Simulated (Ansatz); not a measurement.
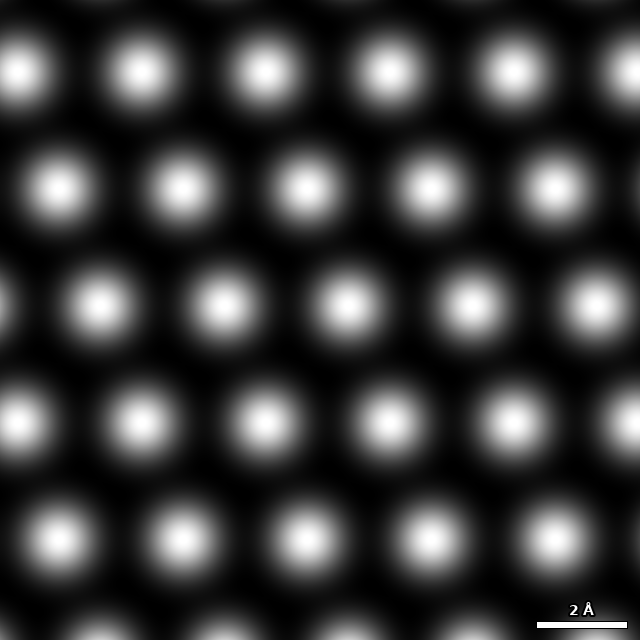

HAADF-like image of Ce (Fm-3m, No. 225). Simulated incoherent Z contrast: every atom adds Z^1.7 spread by a probe of 1.30 Å full width; channelling and multiple scattering are left out. Structure used: the input geometry of a calculation.

```cif
data_structure
_symmetry_space_group_name_H-M 'P 1'
_symmetry_Int_Tables_number 1
_cell_length_a 4.5841
_cell_length_b 4.5841
_cell_length_c 4.5841
_cell_angle_alpha 90.000
_cell_angle_beta 90.000
_cell_angle_gamma 90.000
_cell_volume 96.33
loop_
_atom_site_label
_atom_site_type_symbol
_atom_site_fract_x
_atom_site_fract_y
_atom_site_fract_z
_atom_site_occupancy
Ce1 Ce 0.00000 0.00000 0.00000 1
Ce2 Ce 0.00000 0.50000 0.50000 1
Ce3 Ce 0.50000 0.00000 0.50000 1
Ce4 Ce 0.50000 0.50000 0.00000 1
```

> Which beam direction gives this image, [221], [111], [110] or [210]? (Directions equivalent by symmetry count as one.)

[110]. The projected cells are 1.08 × 1.71 Å, 108° for [221]; 1.87 × 1.87 Å, 120° for [111]; 2.81 × 2.81 Å, 109° for [110]; 1.03 × 2.29 Å, 90° for [210], and the image repeats as the [110] one does.
